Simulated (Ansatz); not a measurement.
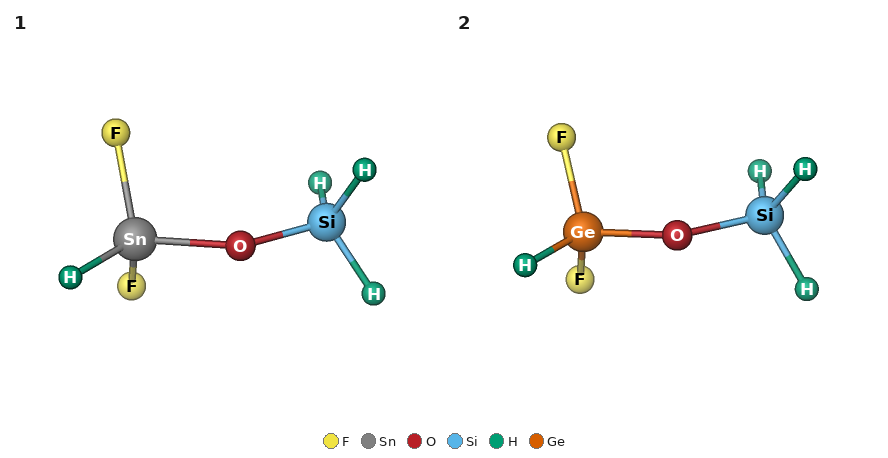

2 molecules with one skeleton, seen from the same side and at one scale. Charge 0, singlet. Computed geometries: PBE0-D4/def2-TZVP optimisations, one conformation each. Properties computed with Ansatz 0.2.0. Elements past Kr carry core potentials.

One atom differs, called X below: Sn in panel 1, Ge in panel 2. Their formulas are F2H4OSiSn (`[F][SnH]([F])[O][SiH3]`), F2GeH4OSi (`[F][GeH]([F])[O][SiH3]`).

**In which is the length of X–H larger (PBE0-D4/def2-TZVP)?**

In panel 1 (X = Sn).

**In which is the length of X–O larger (PBE0-D4/def2-TZVP)?**

In panel 1 (X = Sn).

Give the values. With PBE0-D4/def2-TZVP: mean length of X–F (Å), length of X–H (Å), length of X–O (Å), mean angle F–X–O (°), dipole moment (D). With r2SCAN-D4/def2-TZVPP: HOMO energy (Kohn–Sham orbital) (eV), HOMO–LUMO gap (eV).

```tsv
quantity	1 (Sn)	2 (Ge)	2 − 1
mean length of X–F (Å)	1.900	1.718	−0.182
length of X–H (Å)	1.682	1.517	−0.165
length of X–O (Å)	1.916	1.730	−0.186
mean angle F–X–O (°)	106.5	108.3	+1.8
dipole moment (D)	2.62	1.80	−0.82
HOMO energy (Kohn–Sham orbital) (eV)	−7.94	−8.16	−0.22
HOMO–LUMO gap (eV)	5.40	7.08	+1.68
```
